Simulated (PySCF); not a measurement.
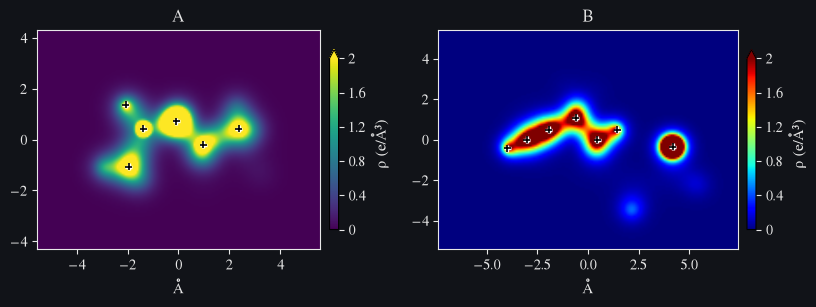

The total electron density of 2 systems, each on a plane through atoms (crosses mark nuclei in the plane).

Theory: PySCF, PBE0/pcSseg-1, SCF density, gas phase, non-relativistic.

System 1: C$_{5}$H$_{11}$BO (SMILES CBOC1CCC1), the plane of atoms O3, B2 and H11. Geometry: GFN2-xTB.

```xyz
18

C     2.5636    0.2329    0.4757
B     1.8311    0.7110   -0.8546
O     0.5113    0.8028   -0.9940
C    -0.4378    0.4969   -0.0071
C    -1.8957    0.5388   -0.4991
C    -2.1406   -0.8249    0.1655
C    -0.6245   -0.9910    0.3519
H     2.1001    0.6436    1.3717
H     3.6171    0.4967    0.4934
H     2.5030   -0.8511    0.5667
H     2.4299    1.0100   -1.8211
H    -0.2693    1.1217    0.8773
H    -1.9381    0.4935   -1.5848
H    -2.4992    1.3726   -0.1482
H    -2.6730   -0.7425    1.1105
H    -2.6287   -1.5753   -0.4516
H    -0.2824   -1.2955    1.3381
H    -0.1754   -1.6339   -0.4020
```

System 2: C$_{5}$H$_{13}$FSi$_{3}$ (SMILES C#C[C@H](C)C[SiH2][SiH2][SiH2]F), the plane of atoms C2, C3 and C5. Geometry: GFN2-xTB.

```xyz
22

C     3.3317    0.4195   -1.7491
C     2.6839    0.1039   -0.7937
C     1.9161   -0.3389    0.3560
C     2.5038   -1.6544    0.8786
C     0.4372   -0.4993   -0.0143
Si   -0.4089    1.1266   -0.5382
Si   -2.6840    0.7488   -0.8266
Si   -3.8134   -0.1481    0.9783
F    -2.8525   -1.3136    1.5688
H     3.8967    0.7169   -2.5816
H     2.0047    0.4247    1.1395
H     2.4325   -2.4271    0.1152
H     1.9607   -1.9858    1.7615
H     3.5525   -1.5275    1.1408
H     0.3562   -1.2373   -0.8161
H    -0.0856   -0.9208    0.8479
H     0.2680    1.6560   -1.7289
H    -0.1668    2.1072    0.5359
H    -2.9325   -0.1021   -2.0049
H    -3.3630    2.0081   -1.1764
H    -5.0671   -0.8670    0.7667
H    -3.9807    0.7228    2.1398
```

> Which map belongs to which system?

Panel A is system 1, C$_{5}$H$_{11}$BO: the plane holds C, B, O and H. B–O (1.33 Å): the density is about 2.2 e/Å³ at the midpoint. Panel B is system 2, C$_{5}$H$_{13}$FSi$_{3}$: the plane holds C, F and H. C–C (1.20 Å): ρ at the midpoint is about 2.8 e/Å³.
